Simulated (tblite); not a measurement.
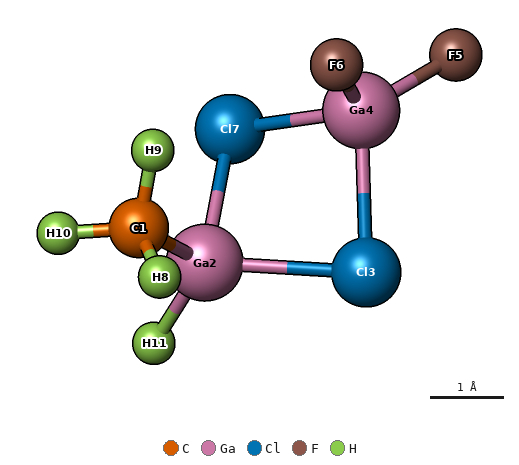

*The structure as given in the input (ball-and-stick view, seen at a tilt; atoms are numbered from 1 in the order of the input). Sticks mark near contacts.*

Bond lengths as drawn: Cl–Ga 2.22 Å, C–Ga 1.97 Å, C–H 1.12 to 1.13 Å, F–Ga 1.77 Å and Ga–H 1.60 Å.

Geometry relaxation of CH₄Cl₂F₂Ga₂ (part 1 of 2)

System: CH₄Cl₂F₂Ga₂.
Method: GFN2-xTB geometry optimisation, gas phase (tblite 0.8.0).

It belongs to a series of runs on one base structure; here: H on Ga replaced by CH3.

## Output
```
step      E/eV     max force
  0    -691.28333    1.301
  1    -691.36807    0.928
  2    -691.44444    0.498
  3    -691.46419    0.515
  4    -691.49573    0.463
  5    -691.50936    0.418
  6    -691.53345    0.447
  7    -691.54942    0.325
  8    -691.56369    0.381
  9    -691.57677    0.399
 10    -691.59377    0.463
 11    -691.61231    0.471
 12    -691.62739    0.317
 13    -691.63766    0.295
 14    -691.64432    0.235
 15    -691.64899    0.211
 16    -691.65190    0.128
 17    -691.65375    0.159
 18    -691.65565    0.141
 19    -691.65793    0.203
 20    -691.66061    0.200
 21    -691.66399    0.184
 22    -691.66852    0.262
 23    -691.67391    0.266
 24    -691.67848    0.197
 25    -691.68104    0.126
 26    -691.68223    0.106
 27    -691.68345    0.101
 28    -691.68540    0.119
 29    -691.68784    0.154
 30    -691.69027    0.127
 31    -691.69228    0.125
 32    -691.69410    0.120
 33    -691.69627    0.143
 34    -691.69844    0.136
 35    -691.69988    0.096
 36    -691.70091    0.088
 37    -691.70203    0.118
 38    -691.70352    0.181
 39    -691.70566    0.226
 40    -691.70822    0.210
 41    -691.71056    0.133
 42    -691.71217    0.094
 43    -691.71329    0.111
 44    -691.71465    0.125
 45    -691.71714    0.165
 46    -691.72071    0.186
 47    -691.72396    0.183
 48    -691.72667    0.124
 49    -691.72877    0.071
 50    -691.72957    0.068
 51    -691.73020    0.058
 52    -691.73078    0.049
 53    -691.73108    0.044
 54    -691.73133    0.045
 55    -691.73153    0.035
 56    -691.73172    0.037
 57    -691.73188    0.035
 58    -691.73201    0.034
 59    -691.73216    0.043
 60    -691.73238    0.049
 61    -691.73267    0.042
 62    -691.73294    0.030
 63    -691.73309    0.026
 64    -691.73317    0.025
 65    -691.73324    0.022
 66    -691.73333    0.025
 67    -691.73343    0.027
 68    -691.73353    0.031
 69    -691.73363    0.031
 70    -691.73377    0.025
 71    -691.73394    0.026
 72    -691.73408    0.023
 73    -691.73418    0.029
 74    -691.73425    0.028
 75    -691.73436    0.029
 76    -691.73450    0.036
 77    -691.73464    0.032
 78    -691.73474    0.023
 79    -691.73481    0.024
 80    -691.73488    0.026
 81    -691.73495    0.021
 82    -691.73500    0.015
 83    -691.73503    0.013
 84    -691.73508    0.018
 85    -691.73513    0.022
 86    -691.73518    0.019
 87    -691.73522    0.018
 88    -691.73525    0.019
 89    -691.73530    0.015
 90    -691.73534    0.017
 91    -691.73536    0.011
 92    -691.73537    0.009
```

## Trajectory as extended XYZ (Å, eV, eV/Å), 20 of the 93 frames kept, from step=0 to step=92
```
11
Properties=species:S:1:pos:R:3:forces:R:3 step=0 energy=-691.28333
C    -1.7732    0.1242   -0.3864   -0.7840   0.5660  -0.4630
Ga   -0.4107   -0.9617    0.5264   -0.8550  -0.8990   0.3920
Cl    1.0650    0.1763    1.7410    0.1510   0.4820   0.7480
Ga    1.9936    0.6666   -0.2200    0.3060   0.2230  -0.1430
F     3.7624    0.7100   -0.2063   -0.2820  -0.0060   0.0220
F     1.1352    2.0136   -0.9781    0.2550  -0.1250   0.0700
Cl    1.2823   -1.3364   -0.8538    0.4300  -0.3890  -0.8300
H    -2.3266    0.8145    0.3133    0.3330  -0.5420  -0.8000
H    -1.3305    0.7185   -1.2224   -0.3140  -0.0930   0.5420
H    -2.5041   -0.5772   -0.8676    0.2510   0.5840   0.3990
H    -0.8879   -2.3458    1.1677    0.5090   0.1990   0.0640
11
Properties=species:S:1:pos:R:3:forces:R:3 step=5 energy=-691.50936
C    -1.7933    0.1318   -0.4070   -0.3570   0.1900  -0.1050
Ga   -0.4903   -1.0197    0.5430    0.3480   0.0340  -0.0240
Cl    1.0704    0.2354    1.8111   -0.1580  -0.0100  -0.2060
Ga    2.0038    0.6578   -0.2191   -0.1110  -0.2310   0.1200
F     3.7453    0.7122   -0.2022    0.0440   0.0100   0.0250
F     1.1747    2.0040   -0.9732    0.1120   0.0040  -0.0070
Cl    1.3253   -1.3674   -0.9507   -0.1220   0.1390   0.0460
H    -2.3375    0.8078    0.2605    0.0100  -0.0030  -0.0100
H    -1.3459    0.7444   -1.1988    0.0250  -0.0680   0.0580
H    -2.5380   -0.5339   -0.8596   -0.0560   0.1250  -0.1080
H    -0.8091   -2.3697    1.2099    0.2670  -0.1910   0.2110
11
Properties=species:S:1:pos:R:3:forces:R:3 step=10 energy=-691.59377
C    -1.8567    0.1459   -0.4222    0.3090  -0.2810   0.1880
Ga   -0.4723   -1.0420    0.5287   -0.4540  -0.0480  -0.0780
Cl    1.0050    0.2695    1.7821   -0.1000   0.0000   0.0180
Ga    1.9919    0.5963   -0.1874    0.1040   0.1720  -0.0740
F     3.7321    0.7110   -0.1848    0.0190  -0.0630   0.0600
F     1.2565    1.9847   -0.9651    0.0650  -0.0050  -0.0080
Cl    1.2979   -1.3430   -1.0001   -0.1110  -0.0620  -0.0180
H    -2.3678    0.8311    0.2538   -0.0270   0.0000   0.0950
H    -1.3416    0.7450   -1.1792    0.0570   0.0040  -0.0120
H    -2.6082   -0.4693   -0.9175   -0.0820   0.0050  -0.0590
H    -0.6313   -2.4266    1.3056    0.2190   0.2760  -0.1120
11
Properties=species:S:1:pos:R:3:forces:R:3 step=15 energy=-691.64899
C    -1.8760    0.1221   -0.4125   -0.1370   0.1110  -0.1150
Ga   -0.5466   -1.0746    0.5061    0.1310   0.0140   0.0230
Cl    0.9242    0.2867    1.7463   -0.0580   0.0550  -0.0240
Ga    2.0033    0.5859   -0.1782    0.0200   0.0110  -0.0150
F     3.7409    0.6889   -0.1526    0.0360  -0.0850   0.0610
F     1.3241    1.9837   -0.9708   -0.0020   0.0770  -0.0670
Cl    1.2359   -1.3310   -1.0226   -0.0490   0.0270  -0.0120
H    -2.3724    0.8202    0.2701    0.0410  -0.0910   0.0450
H    -1.3218    0.7223   -1.1468    0.0710  -0.0080   0.0660
H    -2.6526   -0.4166   -0.9605   -0.0240  -0.0630   0.0410
H    -0.4536   -2.3848    1.3353   -0.0300  -0.0490  -0.0030
11
Properties=species:S:1:pos:R:3:forces:R:3 step=19 energy=-691.65793
C    -1.8899    0.1225   -0.4220    0.1110  -0.1270   0.1130
Ga   -0.5428   -1.0731    0.5030   -0.0420  -0.0080  -0.0020
Cl    0.8979    0.3038    1.7338    0.0150   0.0950  -0.0260
Ga    2.0085    0.5920   -0.1830   -0.0130   0.0570  -0.0430
F     3.7520    0.6633   -0.1314   -0.0360  -0.0790   0.0540
F     1.3365    1.9993   -0.9867    0.0520  -0.0220  -0.0110
Cl    1.2147   -1.3218   -1.0289    0.0450   0.0530  -0.0430
H    -2.3687    0.8026    0.2869   -0.0340   0.0000  -0.0030
H    -1.3038    0.7205   -1.1318   -0.0810   0.0140  -0.0050
H    -2.6676   -0.4215   -0.9621    0.0180   0.0420  -0.0190
H    -0.4313   -2.3850    1.3361   -0.0350  -0.0250  -0.0150
11
Properties=species:S:1:pos:R:3:forces:R:3 step=24 energy=-691.67848
C    -1.8914    0.0820   -0.3993   -0.1250   0.1480  -0.0380
Ga   -0.5311   -1.0854    0.5054    0.0640  -0.0500   0.0040
Cl    0.8429    0.4123    1.6845    0.0120  -0.0180  -0.0770
Ga    2.0158    0.6312   -0.2158   -0.0360  -0.1410   0.1020
F     3.7518    0.5441   -0.0404   -0.0390   0.0010   0.0120
F     1.3991    2.0373   -1.0431    0.0430   0.0800  -0.0670
Cl    1.1953   -1.2630   -1.0755    0.0410   0.0160   0.0150
H    -2.3746    0.7461    0.3238   -0.0300  -0.0090   0.0370
H    -1.3137    0.7187   -1.0861   -0.0600  -0.0370   0.0100
H    -2.6833   -0.4130   -0.9683    0.1100  -0.0470   0.0330
H    -0.4053   -2.4075    1.3288    0.0200   0.0570  -0.0320
11
Properties=species:S:1:pos:R:3:forces:R:3 step=29 energy=-691.68784
C    -1.9120    0.0883   -0.3864    0.0910  -0.1130   0.0520
Ga   -0.5276   -1.0945    0.4924   -0.0300   0.1090  -0.0720
Cl    0.8111    0.4497    1.6481   -0.0130  -0.0190   0.0630
Ga    2.0095    0.6250   -0.2092   -0.0330   0.0770  -0.0750
F     3.7350    0.4981    0.0019    0.0190   0.0030   0.0160
F     1.4608    2.0549   -1.0743    0.0840  -0.0660   0.0220
Cl    1.1928   -1.2446   -1.0986   -0.0030  -0.0450  -0.0010
H    -2.3989    0.7297    0.3541   -0.0420  -0.0120  -0.0620
H    -1.3293    0.7203   -1.0692   -0.0580   0.0820   0.0180
H    -2.6770   -0.4253   -0.9702   -0.0280  -0.0110   0.0440
H    -0.3589   -2.3988    1.3254    0.0140  -0.0040  -0.0060
11
Properties=species:S:1:pos:R:3:forces:R:3 step=34 energy=-691.69844
C    -1.9220    0.0776   -0.3621   -0.0730   0.0400  -0.0650
Ga   -0.5057   -1.0749    0.4639    0.0700  -0.0540   0.1040
Cl    0.7773    0.4988    1.6258    0.0440  -0.0100   0.0130
Ga    1.9988    0.6368   -0.2234    0.0730  -0.0740   0.0360
F     3.7076    0.4300    0.0698    0.0100   0.0250   0.0030
F     1.5744    2.0705   -1.1239    0.0150   0.0340  -0.0330
Cl    1.1997   -1.2360   -1.1301   -0.0350   0.0170   0.0240
H    -2.4484    0.6912    0.3747   -0.0070  -0.0460   0.0330
H    -1.3845    0.7575   -1.0375   -0.0460   0.0090  -0.0150
H    -2.6674   -0.4651   -0.9438   -0.0500  -0.0040  -0.0500
H    -0.3246   -2.3836    1.3006    0.0000   0.0640  -0.0490
11
Properties=species:S:1:pos:R:3:forces:R:3 step=39 energy=-691.70566
C    -1.9491    0.0685   -0.3649   -0.0090  -0.0050   0.0270
Ga   -0.4970   -1.0623    0.4696   -0.1170   0.1580  -0.1110
Cl    0.7720    0.5203    1.6201    0.0620   0.0060  -0.0300
Ga    2.0147    0.6252   -0.2252   -0.0180   0.0430  -0.0250
F     3.7087    0.4067    0.1097    0.0690   0.0050   0.0160
F     1.6563    2.0723   -1.1515    0.0200  -0.0710   0.0390
Cl    1.1827   -1.2256   -1.1417    0.0130   0.0420   0.0010
H    -2.4821    0.6506    0.3949   -0.0100  -0.0520  -0.0140
H    -1.4337    0.7814   -1.0253   -0.0390  -0.0520   0.0200
H    -2.6901   -0.4757   -0.9555    0.0420   0.0090   0.0170
H    -0.2768   -2.3588    1.2838   -0.0140  -0.0820   0.0610
11
Properties=species:S:1:pos:R:3:forces:R:3 step=44 energy=-691.71465
C    -1.9955    0.0556   -0.3514   -0.0030  -0.0320   0.0220
Ga   -0.4896   -1.0034    0.4530    0.0250  -0.1210   0.0170
Cl    0.7939    0.5723    1.5940   -0.0190  -0.0030  -0.0240
Ga    2.0480    0.6274   -0.2389    0.1180   0.0050   0.0200
F     3.7146    0.3485    0.1963    0.0400   0.0180  -0.0080
F     1.8112    2.0653   -1.2047   -0.0130  -0.0130   0.0110
Cl    1.1774   -1.1881   -1.1647   -0.0050   0.0320  -0.0470
H    -2.5593    0.5608    0.4366   -0.0770   0.0510  -0.0110
H    -1.5483    0.8189   -0.9989    0.0180   0.0410   0.0150
H    -2.6951   -0.5252   -0.9530   -0.0420  -0.0460  -0.0040
H    -0.2519   -2.3293    1.2458   -0.0420   0.0690   0.0100
11
Properties=species:S:1:pos:R:3:forces:R:3 step=48 energy=-691.72667
C    -2.0876    0.0261   -0.3264    0.0630  -0.0490   0.0400
Ga   -0.4913   -0.9517    0.4126    0.0020  -0.0310   0.1090
Cl    0.8228    0.6437    1.5214   -0.0700  -0.0270  -0.0190
Ga    2.1717    0.6231   -0.2452   -0.0380   0.0870   0.0100
F     3.7807    0.2775    0.3237    0.0780   0.0060  -0.0330
F     2.0278    2.0396   -1.2700    0.0320  -0.0600   0.0520
Cl    1.1485   -1.0868   -1.2150    0.0330  -0.0340  -0.1150
H    -2.7058    0.4342    0.4759   -0.0470   0.0340   0.0260
H    -1.7134    0.8615   -0.9288   -0.0170   0.0120  -0.0270
H    -2.7236   -0.6007   -0.9540   -0.0110   0.0050  -0.0400
H    -0.2243   -2.2637    1.2200   -0.0240   0.0560  -0.0020
11
Properties=species:S:1:pos:R:3:forces:R:3 step=53 energy=-691.73108
C    -2.0883    0.0264   -0.3257    0.0160  -0.0040   0.0110
Ga   -0.4972   -0.9597    0.4194   -0.0120   0.0040   0.0000
Cl    0.8128    0.6243    1.5192   -0.0260   0.0200   0.0300
Ga    2.1733    0.6186   -0.2324    0.0160  -0.0380  -0.0060
F     3.8050    0.3003    0.3014   -0.0030   0.0050  -0.0290
F     2.0179    2.0279   -1.2512    0.0200   0.0300   0.0000
Cl    1.1512   -1.0901   -1.2297   -0.0060   0.0080   0.0010
H    -2.7132    0.4509    0.4655    0.0060  -0.0170   0.0080
H    -1.7037    0.8562   -0.9317   -0.0070  -0.0140  -0.0100
H    -2.7268   -0.5947   -0.9586    0.0140   0.0060  -0.0090
H    -0.2255   -2.2575    1.2375   -0.0180   0.0000   0.0040
```
